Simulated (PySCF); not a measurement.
**CH3N (methanimine): levels of theory compared**

Aim: a comparison of 6 runs (B2PLYP/STO-3G, M06-2X/STO-3G, wB97X-V/STO-3G, CCSDT/STO-3G, QCISD(T)/STO-3G, FCI/STO-3G) of CH3N (methanimine). 

The calculation is run with PySCF 2.14.0.

2 further runs of the same task are left out: 2 set aside as unsound or not needed.

### Step 1. The system as given

CH3N: 5 atoms, total charge 0, spin state singlet. As SMILES, `C=N`. The C1–H4 distance was set to 1.965 Å, away from the relaxed value. At this shape a bond of the SMILES string is far longer than usual.

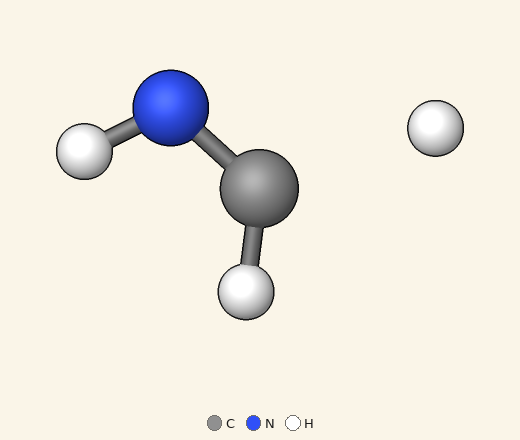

Viewed from a chosen angle; carbon grey, nitrogen blue, hydrogen white.

### Step 2. The energy at B2PLYP/STO-3G (run 1)

Input file calc.py:

```python
from pyscf import gto, dft, mp

mol = gto.M(
    atom='''
C     -0.818138     0.736581     0.183978
N      0.429837     2.703408    -0.314721
H     -2.808020     0.709936     0.759778
H      0.864550    -2.564169    -0.068408
H     -0.659590     4.282274    -0.111953
''',
    basis='sto-3g',
    max_memory=1860,
    unit='bohr',
    verbose=4,
)

mf = dft.RKS(mol)
mf.xc = '0.53*HF + 0.47*B88, 0.73*LYP'
mf.conv_tol = 1e-10
mf.grids.level = 5
mf.kernel()
if not mf.converged:
    mf = mf.newton().run(mf.mo_coeff, mf.mo_occ)

pt = mp.MP2(mf, frozen=2).run()
etot = mf.e_tot + 0.27 * pt.e_corr
print('PT2 part  %.8f' % (0.27 * pt.e_corr))
print('Final energy', etot)
```

On the command line:

```console
$ OMP_NUM_THREADS=1 python calc.py
```

The program printed:

```text
PySCF version 2.14.0

[... 73 lines left out ...]
converged SCF energy = -93.0167222583294
[... 1 line left out ...]
******** <class 'pyscf.mp.mp2.RMP2'> ********
nocc = 6, nmo = 11
frozen orbitals 2
E(RMP2) = -93.2395516242159  E_corr = -0.222829365886474
E(SCS-RMP2) = -93.2559487946534  E_corr = -0.239226536323975
E_corr(same-spin) = -0.032502349315146
E_corr(oppo-spin) = -0.190327016571328
PT2 part  -0.06016393
Final energy -93.07688618711876
```

Wall time 2.1 s (1 thread of Arm Neoverse V1, shared host); peak memory 0.17 GiB.

### Step 3. A single-point energy at M06-2X/STO-3G (run 2)

Input file mol.xyz:

```xyz
5

C     -0.432940     0.389782     0.097357
N      0.227460     1.430582    -0.166543
H     -1.485940     0.375682     0.402057
H      0.457500    -1.356900    -0.036200
H     -0.349040     2.266082    -0.059243
```

Input file input.py:

```python
from pyscf import gto, dft

system = gto.M(
    atom='mol.xyz',
    verbose=3,
    spin=0,
    max_memory=1860,
    basis='sto-3g',
)

myscf = dft.RKS(system)
myscf.xc = 'm06-2x'
myscf.conv_tol = 1e-10
myscf.grids.level = 5
myscf.kernel()
if not myscf.converged:
    myscf = myscf.newton().run(myscf.mo_coeff, myscf.mo_occ)

etot = myscf.e_tot
print('E = %.10f Eh' % etot)
```

On the command line:

```console
$ OMP_NUM_THREADS=1 python input.py
```

The program printed:

```text
converged SCF energy = -93.2119931822838
E = -93.2119931823 Eh
```

It took 2.8 s on 1 thread of Arm Neoverse V1, shared host; peak memory 0.18 GiB.

Runs 3 to 5 aren't shown in full; the table further down has their settings and results.

### Step 4. A single-point energy at FCI/STO-3G (run 6)

Input file calc.py:

```python
from pyscf import gto, scf, mcscf
from pyscf import fci

system = gto.M(
    atom='''
C     -0.818138     0.736581     0.183978
N      0.429837     2.703408    -0.314721
H     -2.808020     0.709936     0.759778
H      0.864550    -2.564169    -0.068408
H     -0.659590     4.282274    -0.111953
''',
    max_memory=1860,
    charge=0,
    basis='sto-3g',
    spin=0,
    unit='bohr',
    verbose=3,
)

mf = scf.RHF(system)
mf.conv_tol = 1e-10
mf.kernel()
if not mf.converged:
    mf = mf.newton().run(mf.mo_coeff, mf.mo_occ)

cas = mcscf.CASCI(mf, mf.mo_coeff.shape[-1] - 2, (system.nelec[0] - 2, system.nelec[1] - 2))  # full CI above the frozen core
cas.fcisolver = fci.direct_spin0.FCI(system)  # even spin states alone
cas.kernel()
print('<S^2> = %.4f' % cas.fcisolver.spin_square(cas.ci, cas.ncas, cas.nelecas)[0])
e_final = cas.e_tot
print(f'total energy: {e_final:.8f} hartree')
```

On the command line:

```console
$ OMP_NUM_THREADS=1 python calc.py
```

The program printed:

```text
converged SCF energy = -92.6058513435585
CASCI E = -92.8340155673306  E(CI) = -34.5243568295849  S^2 = 0.0000000
<S^2> = 0.0000
total energy: -92.83401557 hartree
```

Run time: 3.6 s. Hardware: 1 thread of Arm Neoverse V1, shared host; peak memory 0.16 GiB.

### Step 5. The series

```tsv
run	level	frozen core orbitals	nlc grid	energy (Eh)	dipole moment (D) of the reference	HOMO energy (eV)	LUMO energy (eV)	wall time
1	B2PLYP/STO-3G	2	–	-93.076886	2.05	-5.97	2.59	2.1 s
2	M06-2X/STO-3G	–	–	-93.211993	2.02	-6.01	2.24	2.8 s
3	wB97X-V/STO-3G	–	1	-93.202428	2.02	-7.12	3.49	15 s
4	CCSDT/STO-3G	2	–	-92.833515	2.06	-7.71	5.25	1.1 s
5	QCISD(T)/STO-3G	2	–	-92.833201	2.06	-7.71	5.25	0.83 s
6	FCI/STO-3G	2	–	-92.834016	2.06	-7.71	5.25	3.6 s
```

### Step 6. What came out

```
                                          quantity         value
                               run 6: total energy  -92.83402 Eh
       run 6: dipole moment (Hartree–Fock density)        2.06 D
        run 6: HOMO energy (Hartree–Fock orbitals)      -7.71 eV
        run 6: LUMO energy (Hartree–Fock orbitals)       5.25 eV
      run 6: HOMO–LUMO gap (Hartree–Fock orbitals)      12.96 eV
run 6: correlation energy (2 core orbitals frozen)    -228.2 mEh
```

What this shows: Against full CI in this basis: CCSDT +0.5 mEh; QCISD(T) +0.8 mEh. Over runs 1, 2, 3 the dipole moment (its size) runs from 2.02 D (M06-2X/STO-3G) to 2.05 D (B2PLYP/STO-3G). A double hybrid's value is that of its SCF part. Over runs 1, 2, 3 the HOMO–LUMO gap runs from 8.26 eV (M06-2X/STO-3G) to 10.61 eV (wB97X-V/STO-3G). Totals of different functionals can't be ranked against each other. In runs 1, 2, 3, 4, 5, 6 the basis is minimal, so the values are rough. In runs 1, 2, 3, 5 a closed-shell determinant meets a far-stretched bond, which it describes badly. All runs together took 25 s, the longest 15 s.
